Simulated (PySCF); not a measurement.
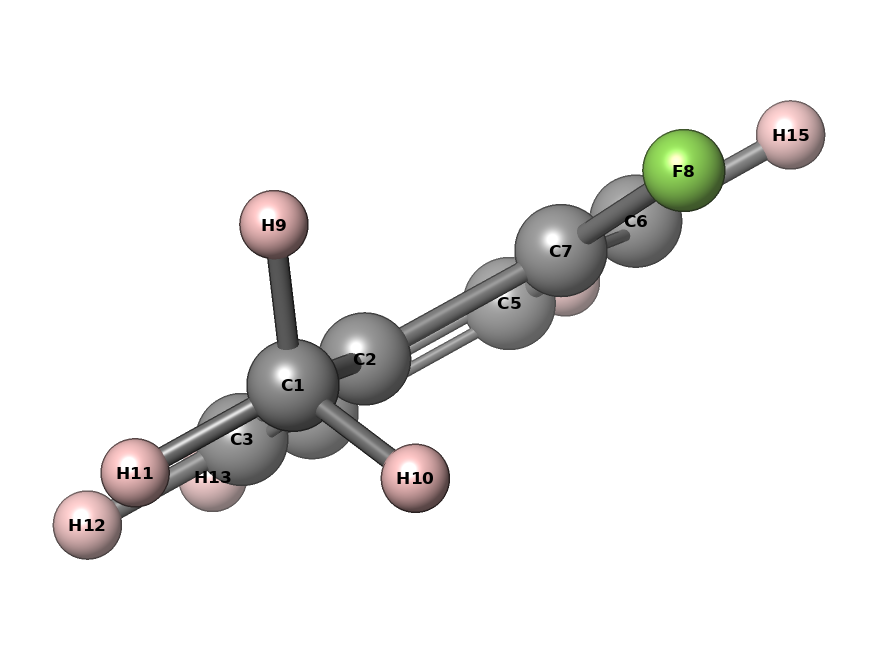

C2 lies behind C1. The molecule seen a little off the C1–C2 bond, C1 in front. Depth is shown by fading: the farther an atom, the more it takes the colour of the background. The geometry was computed by an optimisation with PBE0-D3(BJ)/def2-TZVP. No frequency run is at hand to confirm it as a minimum.

### What is the torsion angle H9–C1–C2–C3? The sign is positive where the front bond must turn clockwise to cover the back bond.

−121°, anticlinal.
